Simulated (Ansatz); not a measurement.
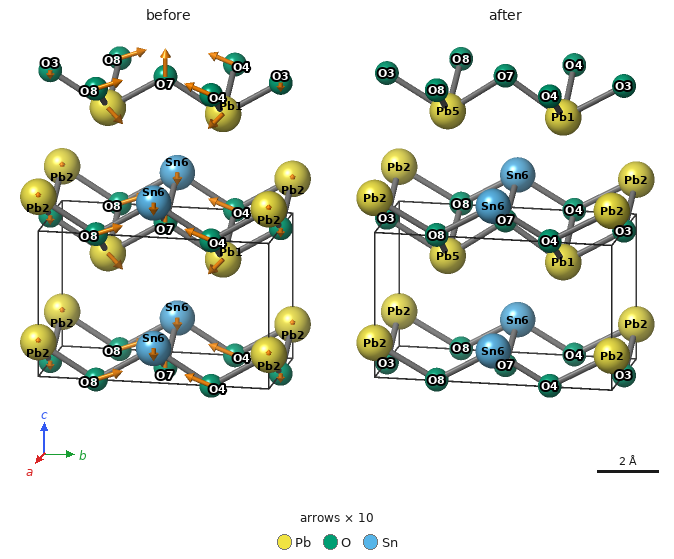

The structure of a crystal of SnPb$_{3}$O$_{4}$ (built on the litharge host type) before (left) and after (right) a relaxation, at one scale. The orange arrows give the displacements (the part carried along by the change of the cell is left out), 10 times their true length.

Style: ball-and-stick. Shown: the cell of the calculation, repeated 1 × 1 × 2 with one cell outlined, slightly off an axis.

Level of theory: Ansatz 0.2.0, DFT, PBE-D3(BJ), plane waves, PAW. Set-up: plane-wave cutoff 420 eV; k-point mesh 6 × 4 × 6; occupations fermi dirac; smearing width 0.02 eV; no spin polarisation; cell and atoms relaxed; force threshold 0.005 eV/Å.

> What changed between the two?

After 7 accepted moves (9 points after the start) the energy has fallen by 53.6 meV per atom. The largest force component goes from 1.6 to 0.0011 eV/Å. The pressure goes from 7.00 to 0.03 GPa. At 2 points the geometry stayed and the basis and grid were re-selected for the new cell (energy shift of 2.8 meV per atom at most each time). The largest moves relative to the cell, 0.097 Å, are those of O4, O7 and O8. O7 goes along +c. Largest moves by element: O 0.097 Å, Pb 0.074 Å, Sn 0.044 Å. Cell: a 3.868 → 3.978 Å (+2.8 %), b 7.737 → 7.962 Å (+2.9 %), c 4.957 → 4.934 Å (−0.5 %). Volume +5.3 %. Some distances before and after: Pb2–O4 2.259 → 2.375 Å, O3–Pb5 2.259 → 2.360 Å, Pb1–O4 2.259 → 2.349 Å, Pb1–O7 2.259 → 2.342 Å. Among the angles between lasting bonds that change: O7–Sn6–O7 117.8° → 125.7°, Sn6–O7–Sn6 117.8° → 125.7°, Pb1–O7–Pb5 117.8° → 111.8°. The space group stays Pmm2 (No. 25). Cost: 2.3 min on 2 threads of AMD EPYC 7R13 Processor (Zen 3), with other jobs on the host, peak memory 0.62 GiB.
